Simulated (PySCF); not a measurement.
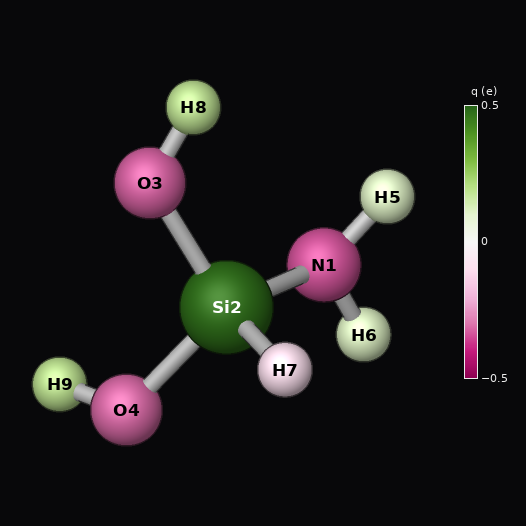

Atoms are coloured by their Hirshfeld charges. The computed structure is the end point of a GFN2-xTB optimisation. No frequency run is at hand to confirm it as a minimum. Level of theory: PBE0/pcSseg-1, gas phase (PySCF 2.14.0).

Give the Hirshfeld charges atom by atom.

```tsv
atom	value (e)
N1	−0.33
Si2	0.48
O3	−0.32
O4	−0.31
H5	0.11
H6	0.12
H7	−0.10
H8	0.18
H9	0.18
```

The geometry is semi-empirical. Around Si such bond lengths and angles can be off by a tenth of an ångström or more and by several degrees, and values that hang on the shape move with them.
